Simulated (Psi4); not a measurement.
# SiH2O (oxosilane): a chain of runs

We compute a structure relaxation (PBE0/cc-pVTZ), then the harmonic vibrations, then the energy (DLPNO-CCSD(T)/cc-pVTZ), then the vertical excitations (TD-PBE0/cc-pVTZ) of SiH2O (oxosilane). 

The calculation is run with Psi4 1.11.

### 1 The system as given

SiH2O has 4 atoms, charge 0, and is taken as a singlet. SMILES: `O=[SiH2]`. All atoms were displaced at random from a relaxed shape. The run starts from this shape.

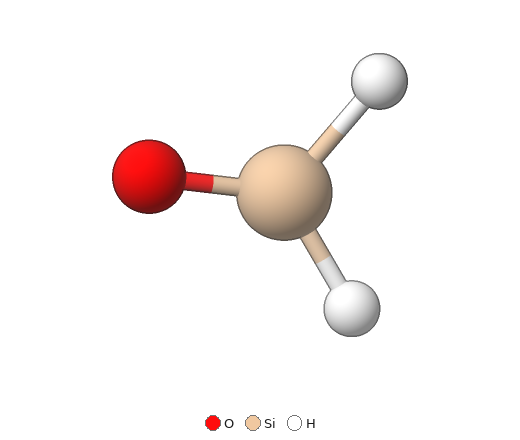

Viewed from a chosen angle; oxygen red, silicon light orange, hydrogen white.

### 2 A geometry optimisation at PBE0/cc-pVTZ (density fitting) (run 1)

input.inp reads:

```
memory 1.6 GB

molecule {
  O     -0.56197809     0.73522063     2.69733460
  Si    -0.28822292    -0.16664928     0.09834891
  H      0.74188569    -2.51332819    -0.71275367
  H     -0.35922560     1.72744400    -2.15798976
  units bohr
  symmetry c1
}

set basis cc-pVTZ
set reference rks
set geom_maxiter 60

opt("pbe0")
```

Started as:

```
$ psi4 -n 1 input.inp input.out
```

input.out:

```text
[...]
  Running in c1 symmetry.
[...]
  Nuclear repulsion =   53.937892465330997
[...]
  Multiplicity = 1
[...]
  Nalpha       = 12
  Nbeta        = 12
[...]
    Number of basis functions: 92
[...]
   @DF-RKS iter   1:  -365.46197236989451   -2.03189e-01   9.00832e-03 ADIIS/DIIS
[...]
   @DF-RKS iter   7:  -365.73255791890074   -1.36424e-12   2.66140e-09 DIIS
[...]
  @DF-RKS Final Energy:  -365.73255791890074
   => Energetics <=
    Nuclear Repulsion Energy =             52.2913744118813142
    One-Electron Energy =                -610.1283894626340043
    Two-Electron Energy =                 214.8159442541296471
    DFT Exchange-Correlation Energy =     -22.7114871222776920
    Empirical Dispersion Energy =           0.0000000000000000
    VV10 Nonlocal Energy =                  0.0000000000000000
    Total Energy =                       -365.7325579189007385
[...]
  -Total Gradient:
     Atom            X                  Y                   Z
    ------   -----------------  -----------------  -----------------
       1        0.000001770154    -0.000045350901     0.000016335417
       2        0.000020499143     0.000089452726    -0.000182425944
       3       -0.000039767689     0.000098488147     0.000016471111
       4        0.000026708139    -0.000156434713     0.000100299087
[...]
    Final optimized geometry and variables:
    Molecular point group: c1
    Full point group: C1
    Geometry (in Bohr), charge = 0, multiplicity = 1:
    O           -0.343206481742     0.516915124864     1.843618977071
    SI           0.164324881314    -0.247391180399    -0.882641715709
    H            1.001814557604    -2.813399308935    -1.671917943266
    H           -0.116489018465     1.477087582837    -3.085778620248
    Psi4 run time: 0:00:20.54
[...]
```

The script printed:

```text
Optimizer: Optimization complete!
```

Wall time 22 s (1 thread of Intel Xeon Platinum 8375C at 2.90GHz (Ice Lake), shared host); peak memory 0.59 GiB.

Steps, from the record of the run:

| step | energy from the first frame kept (eV) | largest force (eV/Å) |
| --- | --- | --- |
| 0 | 0.0000 | 4.4838 |
| 1 | -0.2630 | 0.9434 |
| 2 | -0.2442 | 0.9101 |
| 3 | -0.2709 | 0.0825 |
| 4 | -0.2711 | 0.0105 |

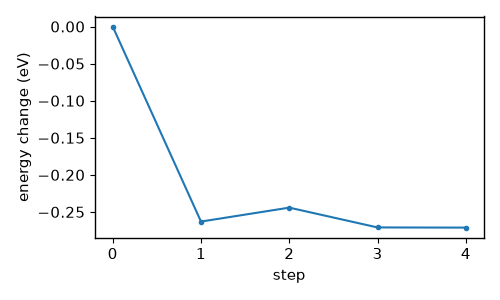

Energy along the run.

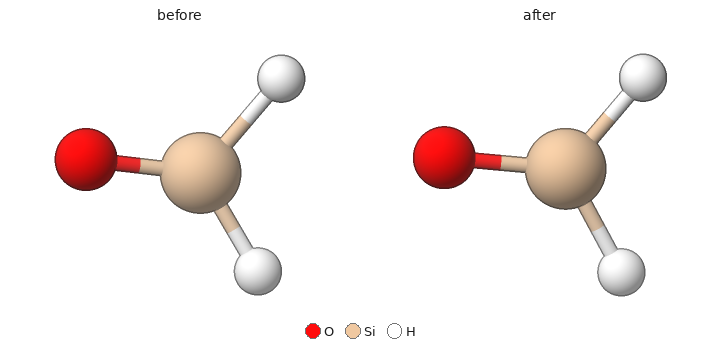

Before and after, at one scale.

After the run. Bond lengths: O1–Si2 1.522 Å, Si2–H3 1.488 Å, Si2–H4 1.488 Å. Angles: O1–Si2–H3 124.1°, O1–Si2–H4 124.2°, H3–Si2–H4 111.7°.

### 3 Vibrational wavenumbers at PBE0/cc-pVTZ (density fitting) (run 2)

calc.py reads:

```python
import psi4

psi4.set_memory('1600 MB')
psi4.set_num_threads(1)
psi4.core.set_output_file('run.log', False)

m = psi4.geometry("""
0 1
O     -0.373401     0.346096     1.470424
Si    -0.104827    -0.058357     0.027749
H      0.338354    -1.416230    -0.389918
H     -0.253427     0.854197    -1.138101
""")

psi4.set_options({
    'basis': 'cc-pVTZ',
    't': 400.0,
    'rotational_symmetry_number': 2,
})

energy_value, wavefunction = psi4.frequency('pbe0', molecule=m, return_wfn=True)
print(f'total energy {energy_value:.8f} hartree = {energy_value * 27.211386:.5f} eV')
print('wavenumbers / cm^-1:', wavefunction.frequencies().np.round(1))
for k in ('ZPVE', 'ENTHALPY', 'GIBBS FREE ENERGY'):
    print(f'{k}: {psi4.variable(k):.8f} Eh')
```

Started as:

```
$ python calc.py
```

run.log:

```text
[...]
  Running in c1 symmetry.
[...]
  Nuclear repulsion =   52.291379634700981
[...]
  Multiplicity = 1
[...]
  Nalpha       = 12
  Nbeta        = 12
[...]
    Number of basis functions: 92
[...]
   @DF-RKS iter   1:  -365.47747597945016   -2.77064e-01   8.81421e-03 DIIS/ADIIS
[...]
   @DF-RKS iter  11:  -365.73255730400075   -3.46745e-12   7.48126e-10 DIIS
[...]
  @DF-RKS Final Energy:  -365.73255730400075
   => Energetics <=
    Nuclear Repulsion Energy =             52.2878325914341318
    One-Electron Energy =                -610.1211576612756744
    Two-Electron Energy =                 214.8120781876212959
    DFT Exchange-Correlation Energy =     -22.7113104217805315
    Empirical Dispersion Energy =           0.0000000000000000
    VV10 Nonlocal Energy =                  0.0000000000000000
    Total Energy =                       -365.7325573040007498
[...]
  -Total Gradient:
     Atom            X                  Y                   Z
    ------   -----------------  -----------------  -----------------
       1        0.000019902412    -0.000115330709     0.000040692290
       2        0.000102235950    -0.000282004924     0.000086457417
       3       -0.000093000474     0.000240260334     0.000127134808
       4       -0.000019860459     0.000142959701    -0.000303484958
[...]
  ==> Harmonic Vibrational Analysis <==
[...]
  Freq [cm^-1]                 679.8560            699.3537            993.8178
[...]
  IR activ [km/mol]            65.0069             55.0962             40.1099
[...]
  Freq [cm^-1]                1239.3792           2219.2546           2234.3782
[...]
  IR activ [km/mol]            69.8025             42.7171             135.3551
[...]
  Total E_0, Enthalpy at 0 [K]                                                         -365.71418213 [Eh]
[...]
```

The script printed:

```text
total energy -365.73255792 hartree = -9952.08981 eV
wavenumbers / cm^-1: [ 679.9  699.4  993.8 1239.4 2219.3 2234.4]
ZPVE: 0.01837579 Eh
ENTHALPY: -365.70833754 Eh
GIBBS FREE ENERGY: -365.74619739 Eh
```

Run time: 87 s. Hardware: 1 thread of Intel Xeon Platinum 8375C at 2.90GHz (Ice Lake), shared host; peak memory 0.58 GiB.

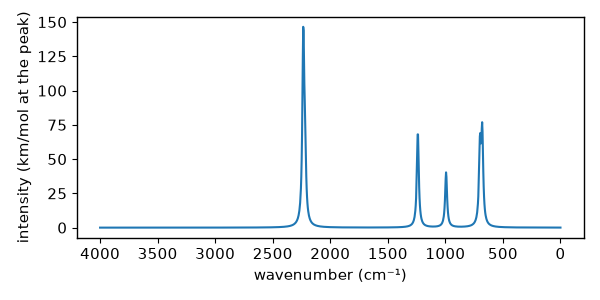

Harmonic infrared spectrum, unscaled, lines broadened by 10 cm⁻¹.

### 4 A single-point energy at DLPNO-CCSD(T)/cc-pVTZ (density fitting, density fitting for correlation) (run 3)

input.inp reads:

```
memory 1600 MB

molecule {
  0 1
  O     -0.373401     0.346096     1.470424
  Si    -0.104827    -0.058357     0.027749
  H      0.338354    -1.416230    -0.389918
  H     -0.253427     0.854197    -1.138101
}

set globals {
  basis cc-pVTZ
  scf_type df
  freeze_core true
}

energy_value = energy('dlpno-ccsd(t)')
```

Started as:

```
$ psi4 -n 1 input.inp input.out
```

input.out:

```text
[...]
  Running in c1 symmetry.
[...]
  Nuclear repulsion =   52.291379634700967
[...]
  Multiplicity = 1
[...]
  Nalpha       = 12
  Nbeta        = 12
[...]
    Number of basis functions: 92
[...]
   @DF-RHF iter   1:  -364.82541685905210   -7.07244e-01   6.51804e-03 ADIIS/DIIS
[...]
    Orbital Energies [Eh]
    ---------------------
    Doubly Occupied:
       1A    -68.829462     2A    -20.508858     3A     -6.176679
       4A     -4.284590     5A     -4.281107     6A     -4.280874
       7A     -1.242683     8A     -0.701390     9A     -0.549729
      10A     -0.520769    11A     -0.450806    12A     -0.440547
[...]
  @DF-RHF Final Energy:  -364.98042787560706
   => Energetics <=
    Nuclear Repulsion Energy =             52.2913796347009665
    One-Electron Energy =                -610.0086289033336016
    Two-Electron Energy =                 192.7368213930255081
    Total Energy =                       -364.9804278756071199
[...]
 Multipole Moments:
 ------------------------------------------------------------------------------------
     Multipole            Electronic (a.u.)      Nuclear  (a.u.)        Total (a.u.)
 ------------------------------------------------------------------------------------
 L = 1.  Multiply by 2.5417464519 to convert [e a0] to [Debye]
 Dipole X            :         -0.1405137            0.4402228            0.2997091
 Dipole Y            :          0.2137854           -0.6644677           -0.4506823
 Dipole Z            :          0.7557609           -2.3657289           -1.6099680
 Magnitude           :                                                    1.6985103
[...]
    WARNING: T1 Diagnostic is greater than 0.02, CCSD results may be unreliable!
[...]
  @LCCSD(T) iter   4:  -0.015869253491 -1.870e-07  3.678e-08        3
[...]
```

Run time: 29 s. Hardware: 1 thread of Intel Xeon Platinum 8375C at 2.90GHz (Ice Lake), shared host; peak memory 0.44 GiB.

### 5 The excited states at TD-PBE0/cc-pVTZ (density fitting, save jk yes) (run 4)

input.inp reads:

```
memory 1600 MB

molecule m {
  0 1
  O     -0.373401     0.346096     1.470424
  Si    -0.104827    -0.058357     0.027749
  H      0.338354    -1.416230    -0.389918
  H     -0.253427     0.854197    -1.138101
}

set basis cc-pVTZ
set reference rks
set save_jk true

from psi4.driver.procrouting.response.scf_response import tdscf_excitations
energy_value, wavefunction = energy("pbe0", return_wfn=True)
states = tdscf_excitations(wavefunction, states=4, tda=False)
```

Started as:

```
$ psi4 -i input.inp -o input.out -n 1
```

input.out:

```text
[...]
  Running in c1 symmetry.
[...]
  Nuclear repulsion =   52.291379634700967
[...]
  Multiplicity = 1
[...]
  Nalpha       = 12
  Nbeta        = 12
[...]
    Number of basis functions: 92
[...]
   @DF-RKS iter   1:  -365.47747597947728   -2.77064e-01   8.81421e-03 ADIIS/DIIS
[...]
   @DF-RKS iter   8:  -365.73255791794628   -2.01912e-07   4.99393e-07 DIIS
[...]
  @DF-RKS Final Energy:  -365.73255791794628
   => Energetics <=
    Nuclear Repulsion Energy =             52.2913796347009665
    One-Electron Energy =                -610.1283221373162178
    Two-Electron Energy =                 214.8158573557962825
    DFT Exchange-Correlation Energy =     -22.7114727711273865
    Empirical Dispersion Energy =           0.0000000000000000
    VV10 Nonlocal Energy =                  0.0000000000000000
    Total Energy =                       -365.7325579179462807
[...]
 Multipole Moments:
 ------------------------------------------------------------------------------------
     Multipole            Electronic (a.u.)      Nuclear  (a.u.)        Total (a.u.)
 ------------------------------------------------------------------------------------
 L = 1.  Multiply by 2.5417464519 to convert [e a0] to [Debye]
 Dipole X            :         -0.1910080            0.4402228            0.2492148
 Dipole Y            :          0.2896800           -0.6644677           -0.3747876
 Dipole Z            :          1.0269076           -2.3657289           -1.3388213
 Magnitude           :                                                    1.4124505
[...]
                                    Excitation Energy         Total Energy        Oscillator Strength             Rotatory Strength
[...]
Excited State    1 (1 A):   0.14898 au   305.84 nm f = 0.0000
[...]
Excited State    2 (1 A):   0.21954 au   207.54 nm f = 0.0005
[...]
```

Run time: 14 s. Hardware: 1 thread of Intel Xeon Platinum 8375C at 2.90GHz (Ice Lake), shared host; peak memory 0.52 GiB.

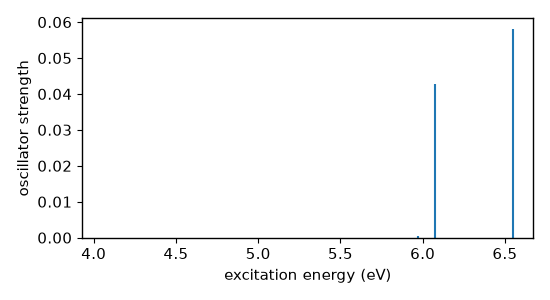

Vertical excitations as sticks.

The roots found:

| excited state | energy (eV) | strength | label |
| --- | --- | --- | --- |
| 1 | 4.054 | 0.0000 | A 1 |
| 2 | 5.974 | 0.0005 | A 1 |
| 3 | 6.074 | 0.0427 | A 1 |
| 4 | 6.549 | 0.0581 | A 1 |

### 6 Summary of results

| quantity | value |
| --- | --- |
| run 1, PBE0/cc-pVTZ: total energy at the end | -365.73256 Eh |
| run 1, PBE0/cc-pVTZ: dipole moment | 3.59 D |
| run 1, PBE0/cc-pVTZ: HOMO energy | -8.21 eV |
| run 1, PBE0/cc-pVTZ: LUMO energy | -2.18 eV |
| run 1, PBE0/cc-pVTZ: HOMO–LUMO gap | 6.03 eV |
| run 2, PBE0/cc-pVTZ: lowest harmonic wavenumber | 680 cm⁻¹ |
| run 2, PBE0/cc-pVTZ: highest harmonic wavenumber | 2234 cm⁻¹ |
| run 2, PBE0/cc-pVTZ: zero-point energy | 48.2 kJ/mol |
| run 2, PBE0/cc-pVTZ: ideal-gas entropy at 400 K (symmetry number 2 as used) | 59.4 cal/(mol K) |
| run 3, DLPNO-CCSD(T)/cc-pVTZ: total energy | -365.36897 Eh |
| run 3, DLPNO-CCSD(T)/cc-pVTZ: HOMO energy (Hartree–Fock orbitals) | -11.99 eV |
| run 3, DLPNO-CCSD(T)/cc-pVTZ: LUMO energy (Hartree–Fock orbitals) | 1.08 eV |
| run 3, DLPNO-CCSD(T)/cc-pVTZ: HOMO–LUMO gap (Hartree–Fock orbitals) | 13.07 eV |
| run 3, DLPNO-CCSD(T)/cc-pVTZ: correlation energy (6 core orbitals frozen) | -388.5 mEh |
| run 3, DLPNO-CCSD(T)/cc-pVTZ: (T) correction | -15.91 mEh |
| run 3, DLPNO-CCSD(T)/cc-pVTZ: T1 diagnostic | 0.022 |
| run 4, TD-PBE0/cc-pVTZ: ground-state or mean-field energy | -365.73256 Eh |
| run 4, TD-PBE0/cc-pVTZ: dipole moment (PBE0 Kohn–Sham density) | 3.59 D |
| run 4, TD-PBE0/cc-pVTZ: HOMO energy (PBE0 Kohn–Sham orbitals) | -8.21 eV |
| run 4, TD-PBE0/cc-pVTZ: LUMO energy (PBE0 Kohn–Sham orbitals) | -2.18 eV |
| run 4, TD-PBE0/cc-pVTZ: HOMO–LUMO gap (PBE0 Kohn–Sham orbitals) | 6.03 eV |
| run 4, TD-PBE0/cc-pVTZ: lowest excitation energy | 4.05 eV |

In words: The optimisation (run 1, PBE0/cc-pVTZ) took 5 steps and changed the energy by -0.271 eV. All 6 modes (run 2, PBE0/cc-pVTZ) are real, so the shape is a minimum at this level. The T1 diagnostic (run 3, DLPNO-CCSD(T)/cc-pVTZ) of 0.022 is above the customary mark for such species, so a single reference may not serve. The triples (run 3, DLPNO-CCSD(T)/cc-pVTZ) make up 4.1 % of the correlation energy. The brightest of the 4 transitions from the ground state lies at 6.55 eV (189 nm, f = 0.058); the lowest, at 4.05 eV, has f = 0.000.
